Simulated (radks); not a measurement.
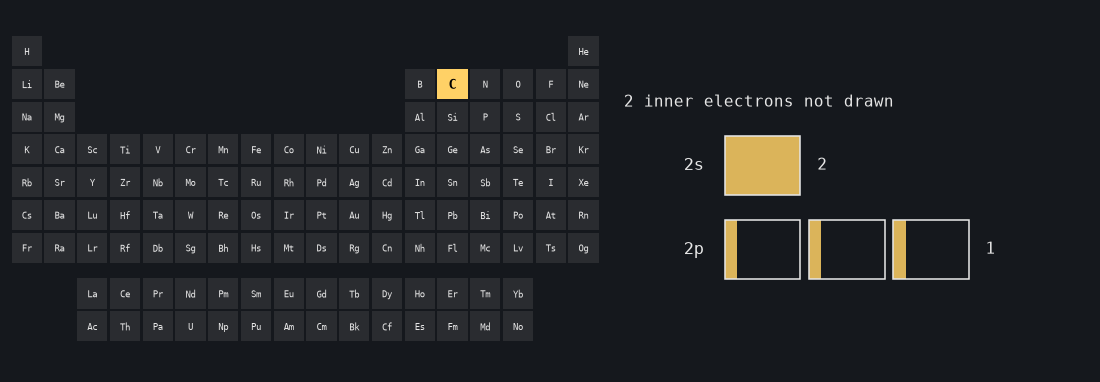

*Left, the place of carbon in the periodic table; right, the outer shells as the input fills them: a box for each of the 2l + 1 orbitals, shaded by the share of the shell that is filled, with the electron count at the right.*

## C⁺: atomic calculation

C⁺ (Z = 6, 5 electrons) in the configuration [He] 2s2 2p1 (high spin). Computed at this level: non-relativistic Kohn-Sham, PBEsol, spin-polarised, spherical densities, point nucleus (the in-house radial solver radks).

## The input
```
Z 6
configuration [He] 2s2 2p1
relativity non-relativistic
functional pbe_sol,pbe_sol
spin polarised
nucleus point
threshold 0.1
max_iterations 70
```

Energies in input and log are in hartree, lengths in bohr.

The run was one of a batch that the task file lists, launched with:
```bash
python <driver script> task.json out
```

## The program's output
```
1s      1   1.0000         -10.54709769
2s      1   1.0000          -0.96842990
2p      1   1.0000          -0.64865523
1s      2   1.0000         -10.52638085
2s      2   1.0000          -0.90205654
2p      2   0.0000          -0.58322486
Etot -37.196598705147466
Ekin 37.07010375209026
Encl -84.6268725830578
Eh 14.957812110047263
Exc -4.597641984227188
err 1.2957562948789065e-05
it 8
```

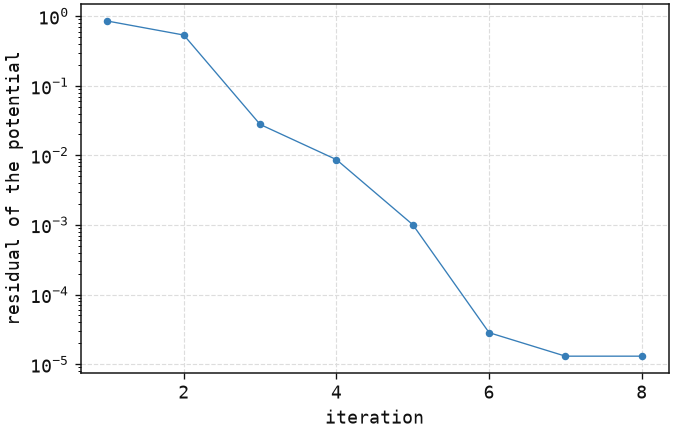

*Convergence: residual of the potential against the iteration.*

The residual falls almost steadily, with no more than small rises or pauses. It goes from 0.85 to 1.3×10⁻⁵ in 8 steps.

## What the run reported

```tsv
quantity	value
outcome	converged
total energy	−37.196599 hartree
kinetic energy	37.070104 hartree
electron–nucleus energy	−84.626873 hartree
Hartree energy	14.957812 hartree
exchange–correlation energy	−4.597642 hartree
radius at density 0.001 e/bohr³	3.17 bohr
SCF iterations	8
hardware	1 thread of Arm Neoverse N1, 69 GiB of memory available, shared host
```

## What is odd here

A numerical setting was moved from its usual value: convergence threshold tolx = 0.1. The program ran to the end, and its total energy equals that of the same run with the usual input (−37.19660 hartree) within 10⁻⁵ hartree, so the oddity leaves no trace in it.
